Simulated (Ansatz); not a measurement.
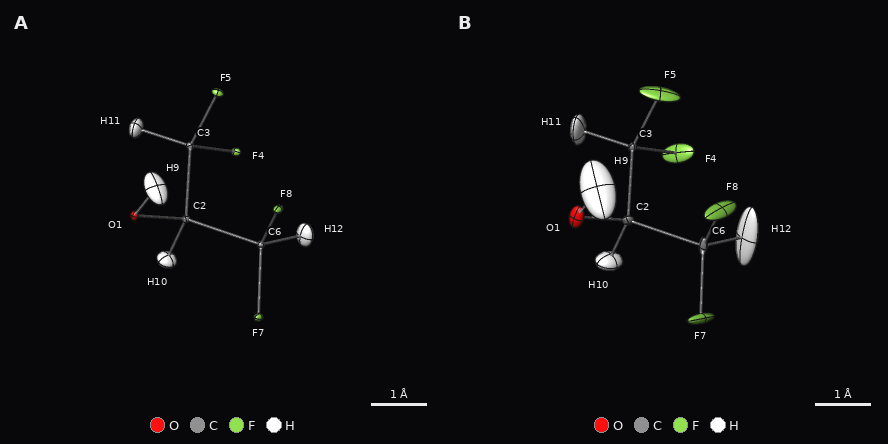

Displacement ellipsoids at the 50 % level, from the internal vibrations of the free molecule (harmonic, no overall translation or rotation; no half-axis is drawn under 0.075 Å). Vibrations computed with RKS PBE0-D4/def2-TZVP (Ansatz 0.2.0). One panel is for 0 K (zero-point motion alone), the other for 600 K.

> Which panel is for 600 K?

B.

> How much does the mean-square displacement of F8 grow, and why?

U_eq goes from 0.0035 to 0.0352 Å², a factor of 10.0. Modes below kT (417 cm⁻¹ at 600 K) grow about in proportion to T, and the lowest lies at 55 cm⁻¹; the mean-square amplitude of a mode is its zero-point value times coth(ħω/2kT), which comes close to 1 only above about 3kT.
